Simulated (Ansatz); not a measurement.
C$_{2}$H$_{8}$BrNSi: nudged elastic band

- system: C$_{2}$H$_{8}$BrNSi, SMILES CC(N)[SiH2]Br
- method: RKS PBE0/def2-SVP (Ansatz 0.2.0)

One setting was made poor on purpose. It belongs to a series of runs on one base structure; here: band between the two ends.

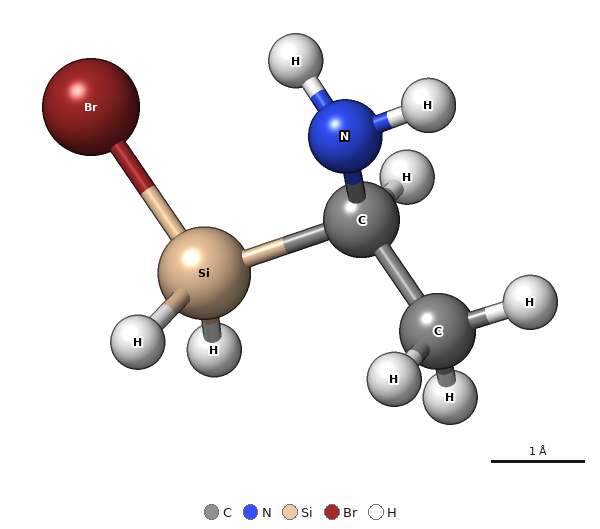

Fig. 1: The starting structure (ball-and-stick view, seen at a tilt). Bond lengths as drawn: Br–Si 2.24 Å, C–C 1.53 Å, C–H 1.10 to 1.11 Å, C–N 1.45 Å, C–Si 1.89 Å, H–N 1.02 Å and H–Si 1.49 Å.

Input
```yaml
crystal:
  periodic: [false, false, false]
  atoms:
    - { symbol: C, position_ang: [-1.395805, 0.192361, -0.573154] }
    - { symbol: C, position_ang: [-0.083824, -0.430328, -0.104627] }
    - { symbol: "N", position_ang: [-0.200455, -0.86493, 1.276203] }
    - { symbol: Si, position_ang: [1.29301, 0.863231, -0.215255] }
    - { symbol: Br, position_ang: [3.186676, -0.041952, 0.575624] }
    - { symbol: H, position_ang: [-2.210595, -0.550899, -0.532174] }
    - { symbol: H, position_ang: [-1.335266, 0.549759, -1.613076] }
    - { symbol: H, position_ang: [-1.687635, 1.032467, 0.07647] }
    - { symbol: H, position_ang: [0.185216, -1.2421, -0.818378] }
    - { symbol: H, position_ang: [0.664774, -1.29603, 1.597639] }
    - { symbol: H, position_ang: [-0.932776, -1.568018, 1.37033] }
    - { symbol: H, position_ang: [1.547359, 1.254671, -1.632718] }
    - { symbol: H, position_ang: [0.989621, 2.067068, 0.607815] }
basis:
  gaussian: { orbitals: def2-SVP }
hamiltonian:
  xc: pbe0
neb:
  order_check: false
  images: 5
  f_tol: 0.05
  max_iterations: 60
  initial_path: linear
  final_atoms:
    - { symbol: C, position_ang: [-1.43224615, 0.10761822, -0.64344482] }
    - { symbol: C, position_ang: [-0.10732782, -0.4893253, -0.18332359] }
    - { symbol: "N", position_ang: [-0.2705991, -1.15199831, 1.10471055] }
    - { symbol: Si, position_ang: [1.26427437, 0.8312404, -0.17169898] }
    - { symbol: Br, position_ang: [3.15191723, -0.13440457, 0.56084551] }
    - { symbol: H, position_ang: [-2.21068238, -0.67136426, -0.63802318] }
    - { symbol: H, position_ang: [-1.36375, 0.52726889, -1.65902829] }
    - { symbol: H, position_ang: [-1.76821225, 0.91379864, 0.03071778] }
    - { symbol: H, position_ang: [0.19749101, -1.2579364, -0.91676406] }
    - { symbol: H, position_ang: [0.60566056, -1.57423312, 1.40893372] }
    - { symbol: H, position_ang: [-0.53218843, -0.47878204, 1.82487057] }
    - { symbol: H, position_ang: [1.56137162, 1.43228558, -1.50685694] }
    - { symbol: H, position_ang: [0.92459132, 1.91113227, 0.80376072] }
```

Command:
```bash
ansatz run input.yaml --threads 2 --pin off --max-ram 3072MiB --backend cpu --events-out ev --progress --plain --runs-dir out
```

Output
```
Engine: ansatz 0.2.0, x86_64-unknown-linux-gnu
Functional definition: PBE0
  parameter a = 0.25
  parameter kappa = 0.804
  parameter beta = 0.06672455060314922
  exchange = (1 - a)*pbe_x(kappa = kappa, mu = beta*pi^2/3) + a*exact_x
  correlation = pbe_c(beta = beta)
1434 factors; integrals over basis functions are off by at most 4.1e-4 eV
mean field evaluation 1: about -81583.5952 eV, gradient 5.3e1 eV
mean field evaluation 2: about -81579.0135 eV, gradient 6.9e1 eV
mean field evaluation 4: about -81590.1815 eV, gradient 2.4e0 eV
mean field evaluation 8: about -81590.2141 eV, gradient 9.5e-2 eV
mean field evaluation 16: about -81590.2141 eV, gradient 2.7e-5 eV
mean field -81590.21407831 eV, -2998.3850635446 hartree, gradient 2.7e-5 eV, S^2 0.000000; 0 other end points of the search recorded, 0 dependent functions left out
the calculation of the forces begins
reference -81590.21410698 eV, -2998.3850645981 hartree; 38, 38 occupied and 94, 94 virtual orbitals, 1434 factors
1434 factors; integrals over basis functions are off by at most 4.3e-4 eV
mean field evaluation 32: about -81590.2116 eV, gradient 4.8e-5 eV
mean field -81590.21161448 eV, -2998.3849730002 hartree, gradient 4.8e-5 eV, S^2 0.000000; 0 other end points of the search recorded, 0 dependent functions left out
[... from here on the field's lines of each further geometry are left out, up to the last ...]
NEB iter   1: max|band force component| = 5.355e1 eV/Å  barrier→ = 8.1750 eV  barrier← = 8.1726 eV  Δτ_max = 0.1978 Å  (177 SCF iters)
NEB iter   2: max|band force component| = 5.496e0 eV/Å  barrier→ = 0.5172 eV  barrier← = 0.5147 eV  Δτ_max = 0.1438 Å  (140 SCF iters)
NEB iter   3: max|band force component| = 3.601e0 eV/Å  barrier→ = 0.3476 eV  barrier← = 0.3451 eV  Δτ_max = 0.1078 Å  (127 SCF iters)
NEB iter   4: max|band force component| = 6.021e-1 eV/Å  barrier→ = 0.2199 eV  barrier← = 0.2175 eV  Δτ_max = 0.0749 Å  (129 SCF iters)
NEB iter   5: max|band force component| = 1.723e-1 eV/Å  barrier→ = 0.2106 eV  barrier← = 0.2081 eV  CI = image 3  Δτ_max = 0.0313 Å  (126 SCF iters)
NEB iter   6: max|band force component| = 1.339e-1 eV/Å  barrier→ = 0.2054 eV  barrier← = 0.2029 eV  CI = image 3  Δτ_max = 0.0124 Å  (120 SCF iters)
NEB iter   7: max|band force component| = 9.900e-2 eV/Å  barrier→ = 0.2049 eV  barrier← = 0.2025 eV  CI = image 3  Δτ_max = 0.0395 Å  (110 SCF iters)
the calculation of the forces begins
reference -81590.19503135 eV, -2998.3843635815 hartree; 38, 38 occupied and 94, 94 virtual orbitals, 1434 factors
1434 factors; integrals over basis functions are off by at most 4.2e-4 eV
mean field -81590.00968455 eV, -2998.3775522124 hartree, gradient 7.2e-5 eV, S^2 0.000000; 1 other end points of the search recorded, 0 dependent functions left out
the calculation of the forces begins
reference -81590.00971280 eV, -2998.3775532506 hartree; 38, 38 occupied and 94, 94 virtual orbitals, 1434 factors
NEB iter   8: max|band force component| = 4.951e-2 eV/Å  barrier→ = 0.2044 eV  barrier← = 0.2019 eV  CI = image 3  Δτ_max = 0.0000 Å  (250 SCF iters)
```

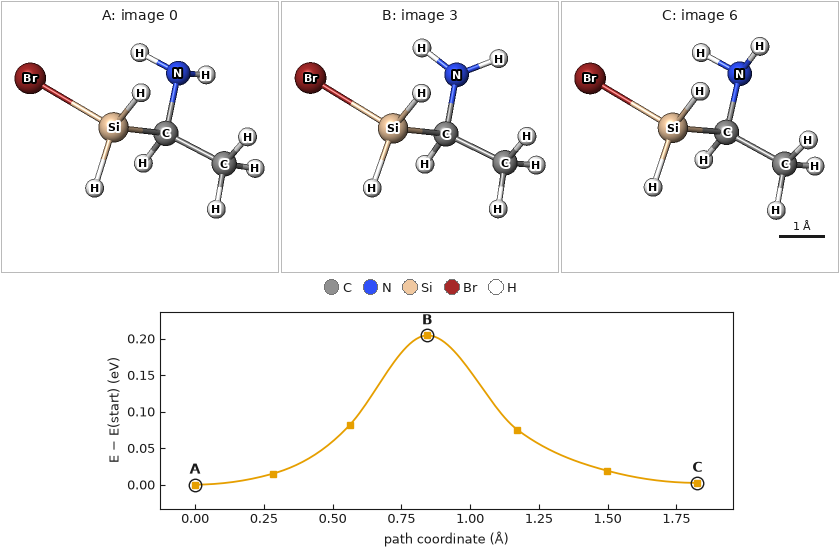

Fig. 2: Images of the last band (counted from 0; ball-and-stick, seen at a tilt) above the energy along the path; the line is a cubic interpolation that uses the forces. The highest image is number 3, 0.204 eV above the start and 0.202 eV above the end (the climbing image); the end lies 0.002 eV above the start. The path is 1.83 Å long. The band converged in 8 iterations.

```
Total energy: -81590.00971280 eV, -2998.3775532506 hartree
Atom 0 at    -1.392314     0.110692    -0.601441 Å, force    -0.004996     0.008880     0.004733 eV/Å
Atom 1 at    -0.054478    -0.483509    -0.176983 Å, force    -0.002214    -0.013668     0.010026 eV/Å
Atom 2 at    -0.142332    -1.016521     1.151444 Å, force     0.002934     0.011168    -0.029022 eV/Å
Atom 3 at     1.283352     0.863274    -0.224913 Å, force    -0.003465     0.010534     0.001755 eV/Å
Atom 4 at     3.187612    -0.003545     0.587598 Å, force     0.000731     0.001384     0.000562 eV/Å
Atom 5 at    -2.180137    -0.660199    -0.552686 Å, force    -0.000720    -0.001416     0.000598 eV/Å
Atom 6 at    -1.363051     0.489829    -1.633931 Å, force     0.000345    -0.001865    -0.001971 eV/Å
Atom 7 at    -1.694680     0.937249     0.063014 Å, force     0.000770    -0.000059     0.000009 eV/Å
Atom 8 at     0.217115    -1.260231    -0.925443 Å, force    -0.004626    -0.000184    -0.005140 eV/Å
Atom 9 at     0.678812    -1.367079     1.618466 Å, force    -0.014823    -0.004200     0.023897 eV/Å
Atom 10 at    -1.014502    -1.007477     1.654523 Å, force     0.020263    -0.008781    -0.003982 eV/Å
Atom 11 at     1.590252     1.358048    -1.602389 Å, force     0.002954    -0.005165    -0.002047 eV/Å
Atom 12 at     0.904650     2.004770     0.657440 Å, force     0.002847     0.003372     0.000582 eV/Å
Dipole moment:    -0.478008    -0.032841    -0.020540 e Å
this run last wrote the band of iteration 8 to [file]
```

The last band as extended XYZ (Å, eV, eV/Å)
```
13
Properties=species:S:1:pos:R:3:forces:R:3 image=0 energy=-81590.21408
C    -1.3958    0.1924   -0.5732   -0.0014   0.0013   0.0015
C    -0.0838   -0.4303   -0.1046    0.0010   0.0010   0.0020
N    -0.2005   -0.8649    1.2762   -0.0042  -0.0028   0.0026
Si    1.2930    0.8632   -0.2153    0.0027   0.0013  -0.0027
Br    3.1867   -0.0420    0.5756   -0.0015   0.0007   0.0008
H    -2.2106   -0.5509   -0.5322   -0.0005   0.0009  -0.0018
H    -1.3353    0.5498   -1.6131   -0.0006   0.0009   0.0003
H    -1.6876    1.0325    0.0765    0.0011  -0.0003   0.0005
H     0.1852   -1.2421   -0.8184    0.0018  -0.0010  -0.0001
H     0.6648   -1.2960    1.5976    0.0026   0.0011  -0.0010
H    -0.9328   -1.5680    1.3703   -0.0004  -0.0016  -0.0003
H     1.5474    1.2547   -1.6327    0.0005  -0.0011  -0.0012
H     0.9896    2.0671    0.6078   -0.0010  -0.0004  -0.0006
13
Properties=species:S:1:pos:R:3:forces:R:3 image=1 energy=-81590.19914
C    -1.3904    0.1560   -0.5868   -0.0010   0.0119   0.0021
C    -0.0654   -0.4403   -0.1261   -0.0038   0.0091   0.0261
N    -0.1578   -0.8283    1.2726   -0.0085   0.0169   0.0095
Si    1.2965    0.8724   -0.2187   -0.0012   0.0030  -0.0020
Br    3.2009   -0.0224    0.5570    0.0040  -0.0003  -0.0024
H    -2.1887   -0.6053   -0.5400   -0.0011   0.0121   0.0038
H    -1.3457    0.5160   -1.6261    0.0068   0.0001  -0.0011
H    -1.6939    0.9902    0.0652   -0.0012   0.0137  -0.0044
H     0.1973   -1.2702   -0.8197    0.0006   0.0007   0.0232
H     0.6438   -1.3869    1.5580   -0.0007   0.0238   0.0056
H    -0.9970   -1.3764    1.4516    0.0019  -0.0883  -0.0399
H     1.5682    1.3241   -1.6162   -0.0094  -0.0180  -0.0082
H     0.9527    2.0363    0.6440    0.0138   0.0155  -0.0121
13
Properties=species:S:1:pos:R:3:forces:R:3 image=2 energy=-81590.13195
C    -1.3922    0.1245   -0.5971   -0.0030   0.0190  -0.0105
C    -0.0548   -0.4644   -0.1663   -0.0229   0.0296   0.0752
N    -0.1137   -0.8471    1.2298    0.0515   0.2882   0.1680
Si    1.2898    0.8683   -0.2239    0.0138   0.0181  -0.0135
Br    3.1915   -0.0124    0.5757    0.0173  -0.0022  -0.0148
H    -2.1817   -0.6460   -0.5512    0.0021   0.0117   0.0087
H    -1.3634    0.5032   -1.6299   -0.0019  -0.0032  -0.0077
H    -1.6941    0.9475    0.0704    0.0009   0.0164  -0.0067
H     0.2022   -1.2813   -0.8768   -0.0190  -0.0587   0.1022
H     0.6482   -1.4294    1.5582   -0.0577  -0.0747  -0.0886
H    -1.0156   -1.1656    1.5664    0.0094  -0.2457  -0.1690
H     1.5943    1.3632   -1.6012    0.0060  -0.0127  -0.0193
H     0.9099    2.0049    0.6604    0.0036   0.0140  -0.0239
13
Properties=species:S:1:pos:R:3:forces:R:3 image=3 energy=-81590.00968
C    -1.3923    0.1107   -0.6014   -0.0050   0.0089   0.0047
C    -0.0545   -0.4835   -0.1770   -0.0022  -0.0137   0.0100
N    -0.1423   -1.0165    1.1514    0.0029   0.0112  -0.0290
Si    1.2834    0.8633   -0.2249   -0.0035   0.0105   0.0018
Br    3.1876   -0.0035    0.5876    0.0007   0.0014   0.0006
H    -2.1801   -0.6602   -0.5527   -0.0007  -0.0014   0.0006
H    -1.3631    0.4898   -1.6339    0.0003  -0.0019  -0.0020
H    -1.6947    0.9372    0.0630    0.0008  -0.0001   0.0000
H     0.2171   -1.2602   -0.9254   -0.0046  -0.0002  -0.0051
H     0.6788   -1.3671    1.6185   -0.0148  -0.0042   0.0239
H    -1.0145   -1.0075    1.6545    0.0203  -0.0088  -0.0040
H     1.5903    1.3580   -1.6024    0.0030  -0.0052  -0.0020
H     0.9046    2.0048    0.6574    0.0028   0.0034   0.0006
13
Properties=species:S:1:pos:R:3:forces:R:3 image=4 energy=-81590.13890
C    -1.3963    0.0906   -0.6068   -0.0055  -0.0146  -0.0065
C    -0.0607   -0.5028   -0.1727   -0.0104  -0.0173   0.0084
N    -0.2022   -1.1943    1.0961   -0.0366  -0.2186  -0.0806
Si    1.2724    0.8552   -0.2080   -0.0128  -0.0004   0.0231
Br    3.1785    0.0045    0.6113   -0.0068  -0.0041   0.0234
H    -2.1806   -0.6825   -0.5613   -0.0025  -0.0139  -0.0127
H    -1.3598    0.4752   -1.6373    0.0004   0.0029   0.0017
H    -1.7064    0.9191    0.0534   -0.0085  -0.0175   0.0015
H     0.2429   -1.2430   -0.9393    0.0209   0.0245  -0.0286
H     0.6695   -1.3177    1.6046   -0.0113   0.0391  -0.0308
H    -0.9044   -0.7882    1.7041    0.0947   0.2297   0.0598
H     1.5685    1.3392   -1.5914   -0.0210  -0.0106   0.0204
H     0.8988    2.0099    0.6619   -0.0005   0.0008   0.0209
13
Properties=species:S:1:pos:R:3:forces:R:3 image=5 energy=-81590.19500
C    -1.4093    0.0650   -0.6353   -0.0050  -0.0041  -0.0096
C    -0.0746   -0.5068   -0.1733   -0.0067  -0.0064   0.0060
N    -0.2391   -1.1769    1.1096   -0.0020   0.0057  -0.0014
Si    1.2567    0.8544   -0.1940   -0.0059   0.0017   0.0047
Br    3.1536    0.0016    0.6460   -0.0081  -0.0061   0.0092
H    -2.1814   -0.7199   -0.6001   -0.0012  -0.0090  -0.0138
H    -1.3581    0.4560   -1.6628   -0.0013   0.0000  -0.0059
H    -1.7432    0.8876    0.0208   -0.0109  -0.0094  -0.0053
H     0.2507   -1.2626   -0.9129   -0.0008  -0.0050   0.0021
H     0.6601   -1.4085    1.5303   -0.0066  -0.0343  -0.0288
H    -0.7311   -0.5773    1.7697    0.0553   0.0662   0.0216
H     1.5659    1.3538   -1.5681   -0.0008   0.0062   0.0090
H     0.8701    1.9988    0.6848   -0.0061  -0.0055   0.0122
13
Properties=species:S:1:pos:R:3:forces:R:3 image=6 energy=-81590.21161
C    -1.4205    0.0374   -0.6769    0.0040  -0.0021   0.0036
C    -0.0883   -0.4993   -0.1662    0.0023   0.0063  -0.0079
N    -0.2594   -1.1164    1.1432   -0.0021  -0.0027   0.0053
Si    1.2416    0.8632   -0.1782   -0.0048  -0.0023  -0.0005
Br    3.1414   -0.0135    0.6308   -0.0007   0.0002  -0.0006
H    -2.1746   -0.7649   -0.6569   -0.0009  -0.0001  -0.0001
H    -1.3426    0.4194   -1.7066   -0.0002  -0.0004   0.0007
H    -1.7957    0.8581   -0.0421   -0.0010   0.0007  -0.0006
H     0.2559   -1.2857   -0.8624   -0.0001   0.0006  -0.0004
H     0.6225   -1.4988    1.4820    0.0019  -0.0018   0.0005
H    -0.5572   -0.4244    1.8307   -0.0014   0.0019   0.0003
H     1.5494    1.4212   -1.5295    0.0032   0.0008  -0.0010
H     0.8477    1.9689    0.7467   -0.0002  -0.0010   0.0006
```

Key numbers

```tsv
quantity	value
outcome	converged
barrier, forward	0.204 eV
barrier, backward	0.202 eV
hardware	2 threads of Intel Xeon (Sapphire Rapids), 16 GiB of memory available, shared host
wall time	2.9 min (CPU time 5.6 min)
peak memory	0.37 GiB
```

Remarks

A deliberately poor setting: straight start. The order of the saddle point was not checked.
